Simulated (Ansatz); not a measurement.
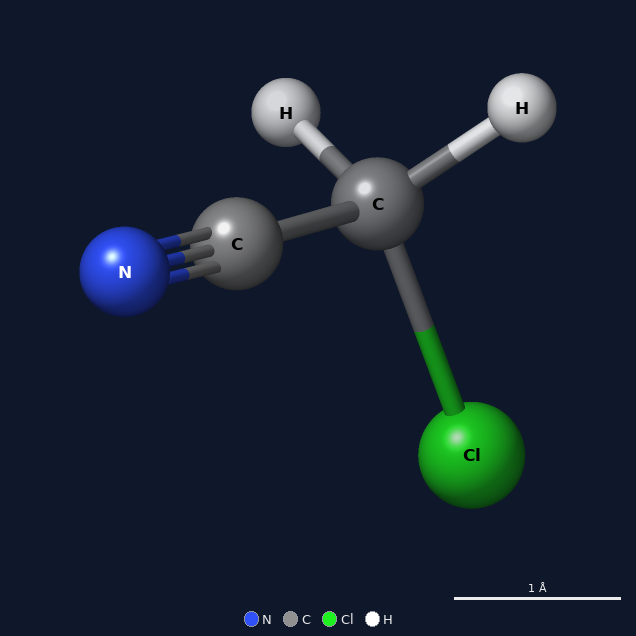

The picture shows a molecular structure as a ball-and-stick model.

The geometry was computed by an optimisation with PBE0-D4/def2-TZVP.

What is the molecular formula?

C₂H₂ClN, 6 atoms: 2 carbon, 2 hydrogen, 1 chlorine and 1 nitrogen.

Give a SMILES string for it.

N#CCCl

The parts below concern this one geometry. Atoms keep their numbers from picture to picture.

**Symmetry**

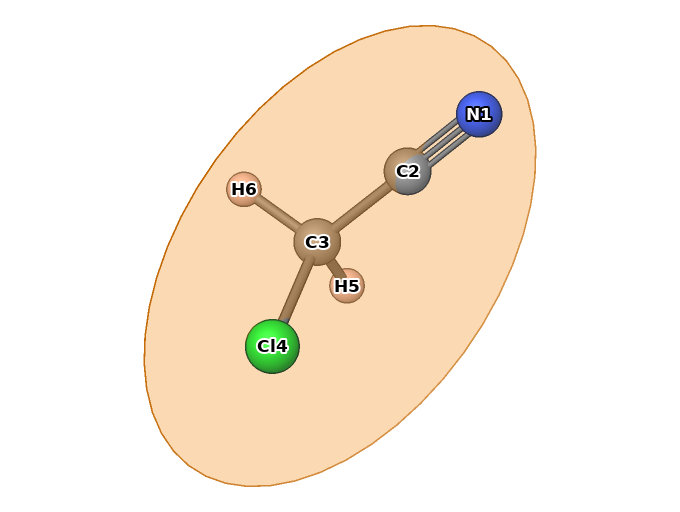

A disc through the centre of mass is drawn in. Atoms fade into the background with distance from the viewer.

Is the plane of the disc a mirror plane of the structure?

No. The point group is Cs, with 1 mirror plane, and this plane isn't one of its mirror planes.

**Dipole moment**

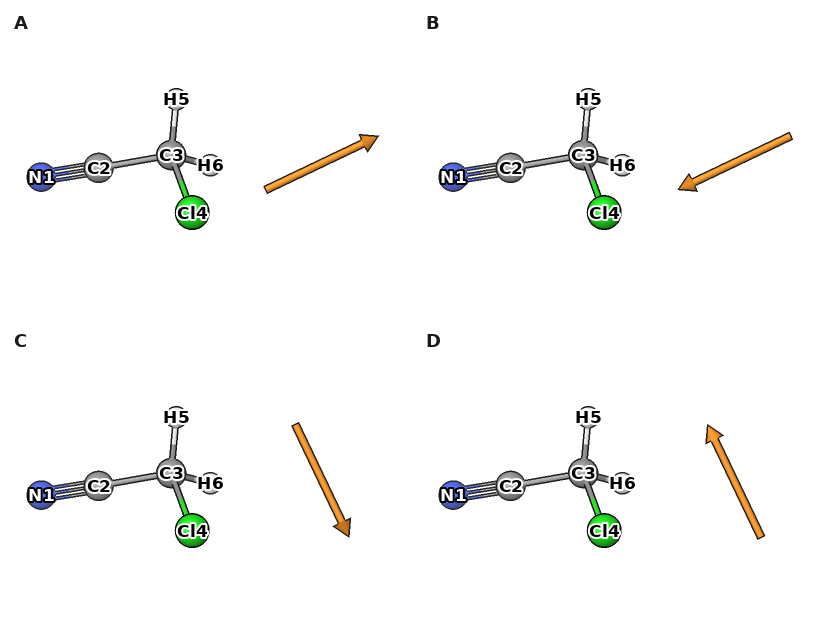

The same molecule four times, each with an arrow. Properties computed with RKS PBE0-D4/def2-TZVP (Ansatz 0.2.0).

Which arrow points along the dipole moment, from the negative to the positive end?

A. The dipole moment is 3.31 D; it points from the side of N1 to the side of H5, H6 (the outermost atoms at the two ends).

**Thermal motion**

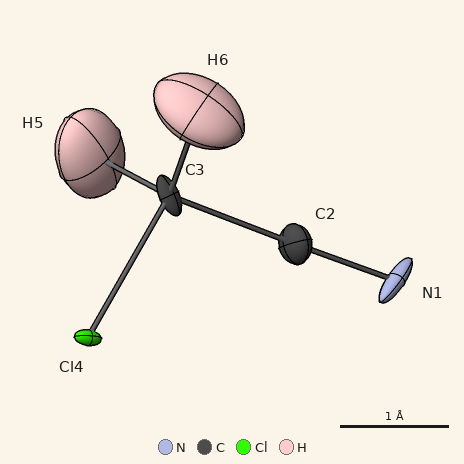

Displacement ellipsoids at the 50 % level, enlarged 2 times, from the internal vibrations of the free molecule (harmonic, no overall translation or rotation; no half-axis is drawn under 0.075 Å). Vibrations computed with RKS PBE0-D4/def2-TZVP (Ansatz 0.2.0). Temperature: 400 K.

Which atom has the largest mean-square displacement?

H5, H6, with U_eq = 0.0143 Å².

Does H6 move more along its bond or across it?

Across it: the root-mean-square amplitude is 0.082 Å along the bond and up to 0.150 Å across, since bending and torsion are softer than stretching.

List U_eq and the three principal root-mean-square amplitudes for each kind of atom.

```json
{"atom": "N1", "U_eq (Å²)": "0.0036", "rms amplitudes (Å)": "0.028, 0.035, 0.094"}
{"atom": "C2", "U_eq (Å²)": "0.0033", "rms amplitudes (Å)": "0.045, 0.062, 0.063"}
{"atom": "C3", "U_eq (Å²)": "0.0020", "rms amplitudes (Å)": "0.023, 0.036, 0.066"}
{"atom": "Cl4", "U_eq (Å²)": "0.00086", "rms amplitudes (Å)": "0.004, 0.014, 0.049"}
{"atom": "H5, H6", "U_eq (Å²)": "0.0143", "rms amplitudes (Å)": "0.079, 0.119, 0.150"}
```

**Charges**

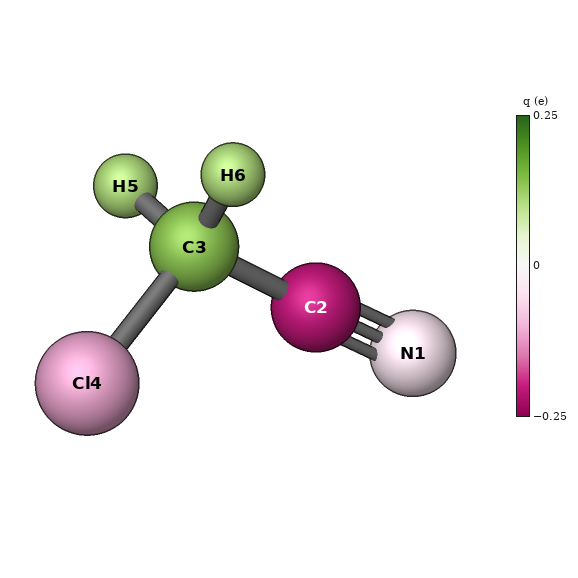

Atoms are coloured by their Mulliken charges. Method: RKS r2SCAN-D4/def2-TZVPP (Ansatz 0.2.0).

List the Mulliken charges.

```
atom  value (e)
  N1      −0.04
  C2      −0.20
  C3       0.14
 Cl4      −0.11
  H5       0.11
  H6       0.11
```

Mulliken values depend strongly on the basis set and can even reverse the polarity of a bond.
